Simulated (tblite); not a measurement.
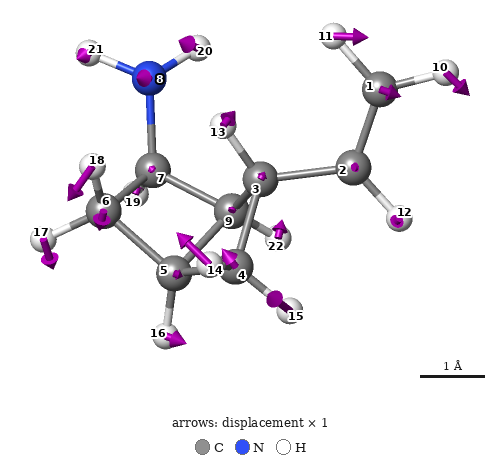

A relaxation of C$_{8}$H$_{13}$N. The starting structure is drawn; purple arrows show the displacements, at their true length. The two geometries are superimposed by the best rigid fit.

The picture is a ball-and-stick view, seen at a tilt.

The calculation used GFN2-xTB geometry optimisation, gas phase in tblite 0.8.0. 

Q: What did the optimiser do to the structure, and how much energy did it gain?

A: The energy falls by 1.008 eV in 92 geometry steps. H15 moves most after the best rigid fit: 0.79 Å. By element the largest moves are H 0.79 Å, C 0.42 Å, N 0.37 Å. Among the contacts that change: C5–C6 1.479 → 1.538 Å, C3–C9 1.500 → 1.548 Å, C4–C5 1.497 → 1.530 Å, C1–H11 1.108 → 1.078 Å. Bond angles that change, for instance: C3–C2–H12 124.0° → 115.3°, C1–C2–C3 116.9° → 124.5°, C2–C3–C4 108.5° → 115.5°. The run took 0.73 s on 1 thread of Arm Neoverse V1, on a shared host.
